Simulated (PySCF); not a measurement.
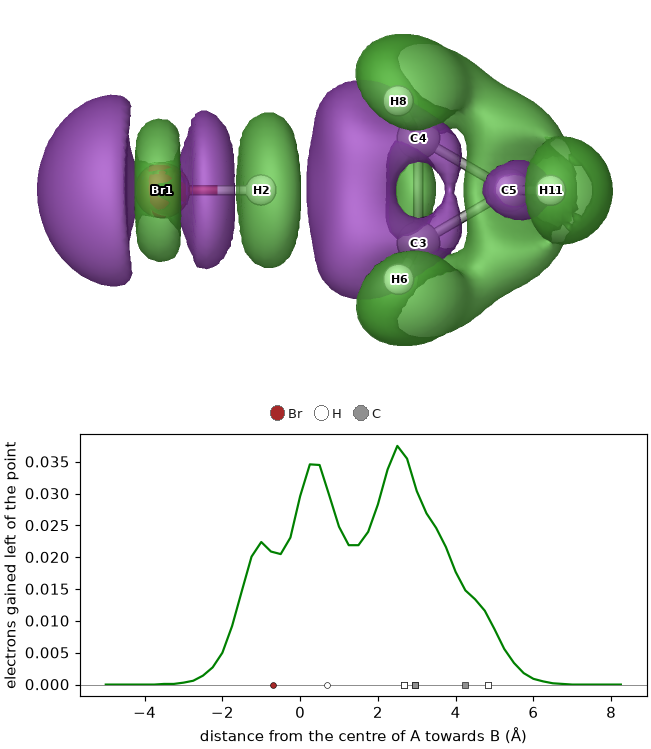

Figure 1: C3H7Br, SMILES `Br.C1CC1`. Density of the complex less the densities of the two fragments at the same geometry, ±0.001 e/Å³ (purple: gain, green: loss). Fragment A: HBr (atoms 1–2); fragment B: H6C3. Below: the charge-displacement curve along the line of centres (A on the left).

Computed with PySCF, CAM-B3LYP/def2-SVPD, geometry: GFN2-xTB. GFN2-xTB bond lengths at metals and heavier atoms can be off by up to 0.1 Å and shapes distorted, which carries into these values.

Input script:

```python
import numpy as np
from pyscf import gto, scf, dft
from pyscf.scf import atom_ks, atom_hf
from scipy.linalg import block_diag
from pyscf.dispersion import dftd3

def solve(mol, dm0=None, hcore=None):
    mf = (dft.UKS if mol.spin else dft.RKS)(mol, xc='camb3lyp')
    mf.grids.level = 3
    mf = mf.density_fit(auxbasis='def2-universal-jkfit')
    mf.conv_tol, mf.max_cycle = 1e-8, 80
    if hcore is not None:
        mf.get_hcore = lambda *args: hcore
    mf.kernel(dm0)
    if not mf.converged:
        mf = mf.newton().run(mf.mo_coeff, mf.mo_occ, max_cycle=30)
    assert mf.converged, 'SCF not converged'
    return mf

mol = gto.M(atom='''
Br    -1.65898     0.00023     0.00000
H     -0.25156    -0.00544     0.00639
C      1.99649     0.75227    -0.00058
C      1.99684    -0.75021    -0.00063
C      3.29105    -0.00055     0.00078
H      1.71155     1.26990    -0.90527
H      1.71784     1.26051     0.90424
H      1.70610    -1.27720    -0.90536
H      1.71243    -1.26796     0.90415
H      3.88091     0.00131     0.90245
H      3.88063     0.00163    -0.90424
''', basis='def2-svpd', charge=0, spin=0, verbose=4)
mol_a = gto.M(atom='''
Br    -1.65898     0.00023     0.00000
H     -0.25156    -0.00544     0.00639
ghost-C      1.99649     0.75227    -0.00058
ghost-C      1.99684    -0.75021    -0.00063
ghost-C      3.29105    -0.00055     0.00078
ghost-H      1.71155     1.26990    -0.90527
ghost-H      1.71784     1.26051     0.90424
ghost-H      1.70610    -1.27720    -0.90536
ghost-H      1.71243    -1.26796     0.90415
ghost-H      3.88091     0.00131     0.90245
ghost-H      3.88063     0.00163    -0.90424
''', basis='def2-svpd', charge=0, spin=0, verbose=4)
mol_b = gto.M(atom='''
ghost-Br    -1.65898     0.00023     0.00000
ghost-H     -0.25156    -0.00544     0.00639
C      1.99649     0.75227    -0.00058
C      1.99684    -0.75021    -0.00063
C      3.29105    -0.00055     0.00078
H      1.71155     1.26990    -0.90527
H      1.71784     1.26051     0.90424
H      1.70610    -1.27720    -0.90536
H      1.71243    -1.26796     0.90415
H      3.88091     0.00131     0.90245
H      3.88063     0.00163    -0.90424
''', basis='def2-svpd', charge=0, spin=0, verbose=4)
ab, a, b = solve(mol), solve(mol_a), solve(mol_b)
e_int = ab.e_tot - a.e_tot - b.e_tot
print('counterpoise-corrected interaction energy / kcal/mol', e_int * 627.5095)
def disp(atoms, charge):
    m = gto.M(atom=atoms, charge=charge, basis='sto-3g', spin=None, unit='Bohr', verbose=0)
    return dftd3.DFTD3Dispersion(m, xc='camb3lyp', version='d3bj').get_dispersion()['energy']
e_disp = disp(mol._atom, mol.charge) - disp(mol._atom[:2], mol_a.charge) - disp(mol._atom[2:], mol_b.charge)
print('D3(BJ) part / kcal/mol', e_disp * 627.5095)
# spherically averaged free atoms, for the promolecule
atm = atom_ks.get_atm_nrks(mol, xc='camb3lyp')
pro = block_diag(*[(atm[a[0]][2] * atm[a[0]][3]) @ atm[a[0]][2].T for a in mol._atom])
np.savez('result.npz', e_int=e_int, e_disp=e_disp, dm_a=a.make_rdm1(), dm_b=b.make_rdm1(), c=ab.mo_coeff, occ=ab.mo_occ, eps=ab.mo_energy, pro=pro, d=[f.dip_moment(verbose=0) for f in (ab, a, b)])
```

Command:

```sh
OMP_NUM_THREADS=1 python input.py
```

The run took 100 s on 1 thread of Intel(R) Xeon(R) Processor @ 2.50GHz (Skylake/Cascade Lake), with other jobs on the host, peak memory 0.81 GiB.

Partitions, critical points and surface values were worked out afterwards from this run's density.

Question: Which way does charge flow?

Answer: Hirshfeld charges show 0.024 e passing from B to A. By Hirshfeld charges, electrons gather most on Br1 (−0.031 e) and leave C5 most (+0.007 e); 0.08 e is displaced in all, which induces a dipole of 0.82 D.

Question: What is the interaction energy, and which contacts carry it?

Answer: The counterpoise-corrected interaction energy of the frozen fragments is −1.4 kcal/mol without dispersion correction and −2.7 kcal/mol with D3(BJ). The pair geometry is semi-empirical, not a minimum at this level. Contacts: H2···C4, Br–H···C contact, 2.37 Å, ρ = 0.015 a.u. The pose is a local one from a semi-empirical search, not shown to be the most stable.
